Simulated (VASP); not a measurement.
Band structure of SrTe (rock salt). Calculation: modified Becke-Johnson potential (mBJ), VASP's PBE PAW potentials (set 64) (plane waves; VASP).

mBJ is a potential without an energy functional, so only the levels count. Unless said otherwise, spin-orbit coupling is left out, though it shifts the bands of the heavy elements here.

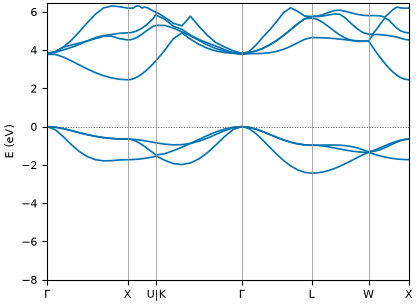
*Bands along high-symmetry lines, zero at the valence-band maximum or, without a gap, the Fermi level*

### Question
Read the plot: is there a gap, and where are the band edges?

### Answer
The gap is indirect, 2.45 eV, from the valence maximum at Γ to the conduction minimum at X.

The compound is SrTe in the rock salt structure. It was relaxed first. The cell's shape comes from a PBE relaxation.
